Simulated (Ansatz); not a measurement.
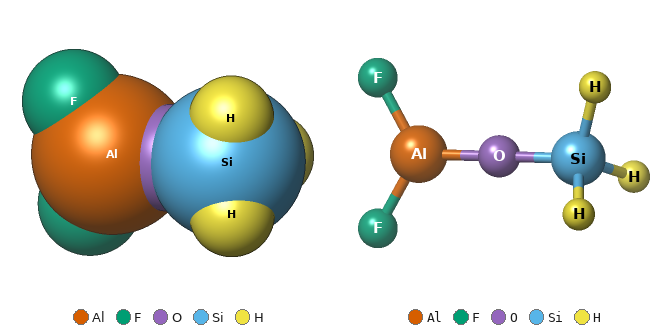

Two views of one molecule.

Question: Count the atoms of each element.

Answer: AlF₂H₃OSi, 8 atoms: 1 aluminium, 2 fluorine, 3 hydrogen, 1 oxygen and 1 silicon.

Question: How many bonds of each kind are drawn?

Answer: 3 Si–H, 2 Al–F, 1 O–Si, 1 Al–O. Sticks follow a distance rule.

The parts below concern this one geometry. Atoms keep their numbers from picture to picture. Computed geometry: PBE0-D4/def2-TZVP optimisation.

**Geometry**

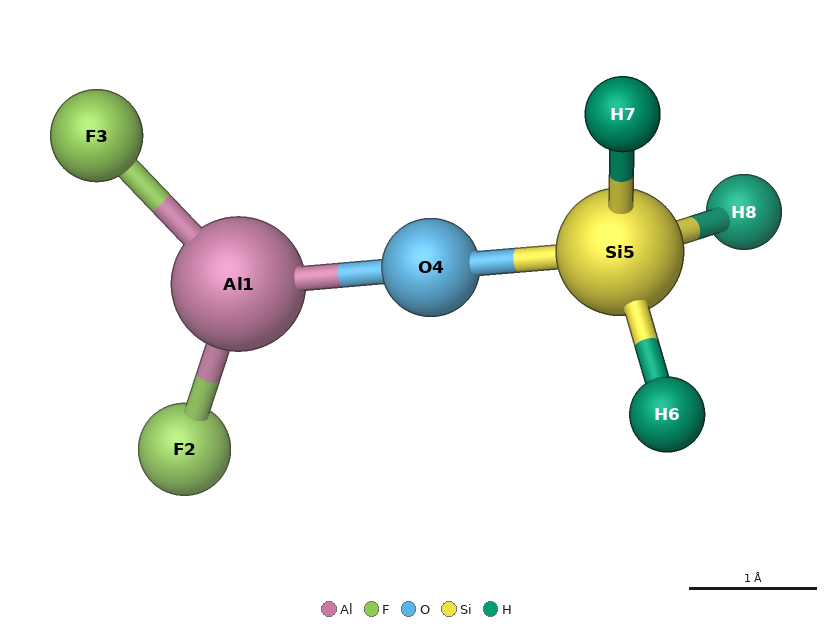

Numbered structure.

Give these bond angles: F2–Al1–F3, F2–Al1–O4, F3–Al1–O4, Al1–O4–Si5, O4–Si5–H6, O4–Si5–H7, O4–Si5–H8, H6–Si5–H7, H6–Si5–H8, H7–Si5–H8.

| angle | degrees |
| --- | --- |
| F2–Al1–F3 | 117.9 |
| F2–Al1–O4 | 121.1 |
| F3–Al1–O4 | 121.1 |
| Al1–O4–Si5 | 179.9 |
| O4–Si5–H6 | 109.6 |
| O4–Si5–H7 | 109.8 |
| O4–Si5–H8 | 109.4 |
| H6–Si5–H7 | 109.2 |
| H6–Si5–H8 | 109.4 |
| H7–Si5–H8 | 109.3 |

**Dipole moment**

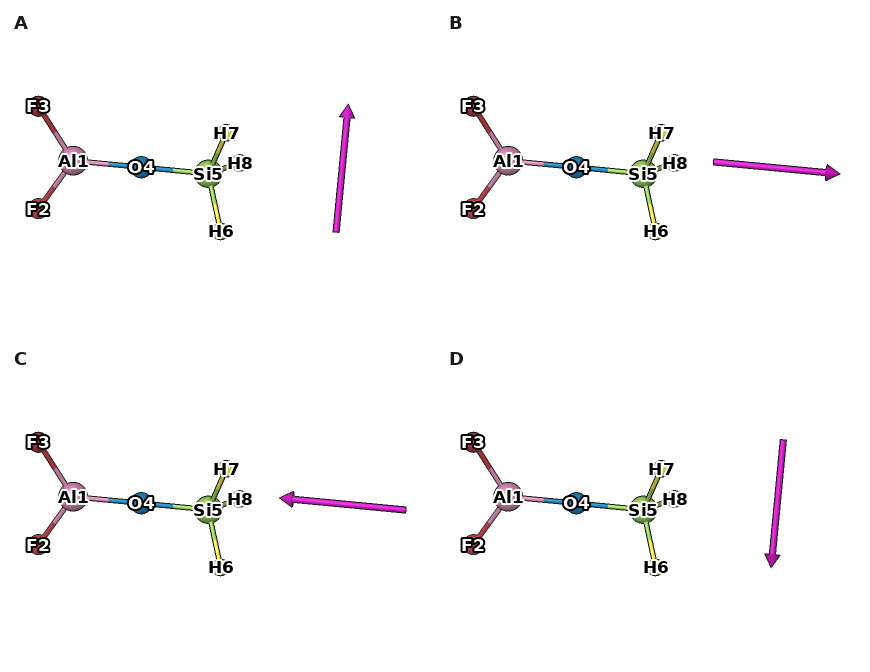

The same molecule four times, each with an arrow. Level of theory: RKS PBE0-D4/def2-TZVP (Ansatz 0.2.0).

Question: Which arrow points along the dipole moment, from the negative to the positive end?

Answer: B. The dipole moment is 1.27 D; it points from the side of F2, F3 to the side of H6, H7, H8 (the outermost atoms at the two ends).

**Charges**

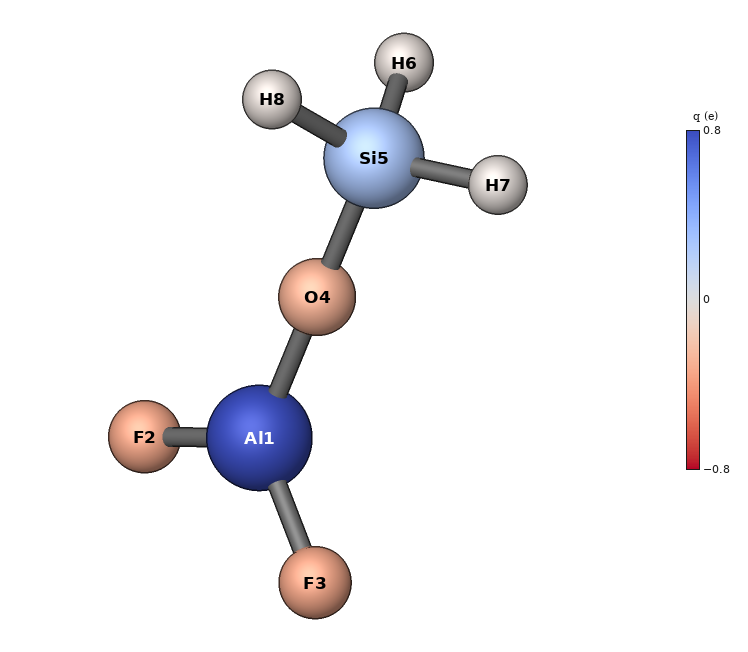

Atoms are coloured by their Mulliken charges. Method: RKS PBE0-D4/def2-TZVP (Ansatz 0.2.0).

Question: Which atom carries the highest charge (most positive or least negative)?

Answer: Al1 (0.79 e).

Question: And the lowest?

Answer: F2, F3 (−0.33 e).

Give the Mulliken charges atom by atom.

| atom | value (e) |
| --- | --- |
| Al1 | 0.79 |
| F2 | −0.33 |
| F3 | −0.33 |
| O4 | −0.28 |
| Si5 | 0.25 |
| H6 | −0.03 |
| H7 | −0.03 |
| H8 | −0.03 |

**Electronic properties**

Method: RKS PBE0-D4/def2-TZVPP (Ansatz 0.2.0).

Question: Give the dispersion correction at this level.

Answer: −12.6 kJ/mol.

Question: What is the HOMO energy (Kohn–Sham orbital)?

Answer: −9.15 eV.

Question: Give the HOMO–LUMO gap at this level.

Answer: 7.92 eV.

Mulliken values depend strongly on the basis set and can even reverse the polarity of a bond.
